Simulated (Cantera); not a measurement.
Charge: 1 mol Cu2O, 11 mol H2, 58 mol N2, at 0.110 bar.

These are equilibrium values from Cantera (NASA tables, ideal gas, pure condensed phases), not measurements of a reactor. Candidate condensed phases: Cu, CuO, Cu(OH)2, Cu2O, H2O; 27 gas species. The numbers say what is thermodynamically allowed, not how fast it happens.

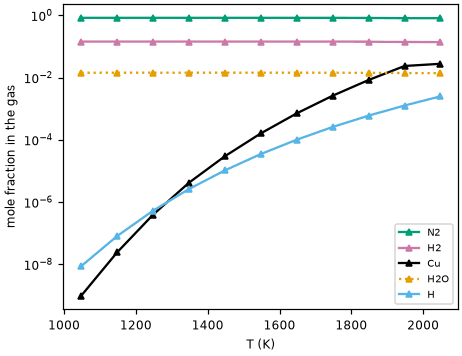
Figure: Equilibrium gas composition (values under 1e-9 drawn at 1e-9)

### Question
Read off the mole fractions at 2048 K.

### Answer
N2 about 0.82, H2 about 0.14, Cu about 0.028, H2O about 0.014, H about 0.0025.
